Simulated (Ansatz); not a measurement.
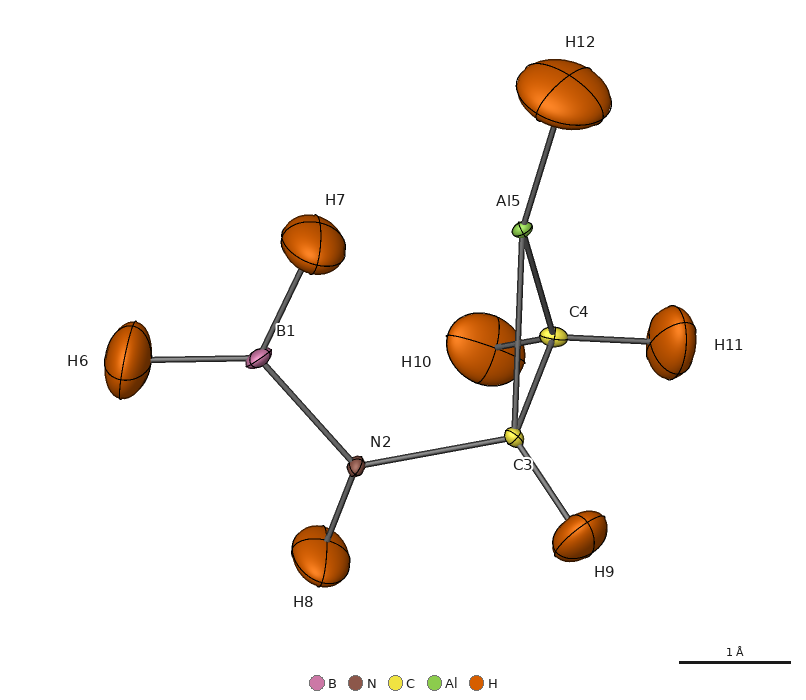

Displacement ellipsoids at the 50 % level, enlarged 1.5 times, from the internal vibrations of the free molecule (harmonic, no overall translation or rotation; no half-axis is drawn under 0.075 Å). Vibrations computed with RKS PBE0-D4/def2-TZVP (Ansatz 0.2.0). Temperature: 200 K.

List U_eq and the three principal root-mean-square amplitudes for each kind of atom.

```json
{"atom": "B1", "U_eq (Å²)": "0.0028", "rms amplitudes (Å)": "0.031, 0.057, 0.064"}
{"atom": "N2", "U_eq (Å²)": "0.0016", "rms amplitudes (Å)": "0.027, 0.039, 0.049"}
{"atom": "C3", "U_eq (Å²)": "0.0015", "rms amplitudes (Å)": "0.035, 0.039, 0.043"}
{"atom": "C4", "U_eq (Å²)": "0.0020", "rms amplitudes (Å)": "0.036, 0.039, 0.055"}
{"atom": "Al5", "U_eq (Å²)": "0.00091", "rms amplitudes (Å)": "0.022, 0.023, 0.041"}
{"atom": "H6", "U_eq (Å²)": "0.0209", "rms amplitudes (Å)": "0.089, 0.149, 0.181"}
{"atom": "H7", "U_eq (Å²)": "0.0206", "rms amplitudes (Å)": "0.095, 0.127, 0.192"}
{"atom": "H8", "U_eq (Å²)": "0.0183", "rms amplitudes (Å)": "0.076, 0.116, 0.189"}
{"atom": "H9", "U_eq (Å²)": "0.0134", "rms amplitudes (Å)": "0.081, 0.120, 0.139"}
{"atom": "H10", "U_eq (Å²)": "0.0189", "rms amplitudes (Å)": "0.080, 0.138, 0.177"}
{"atom": "H11", "U_eq (Å²)": "0.0181", "rms amplitudes (Å)": "0.087, 0.137, 0.167"}
{"atom": "H12", "U_eq (Å²)": "0.0267", "rms amplitudes (Å)": "0.096, 0.186, 0.190"}
```
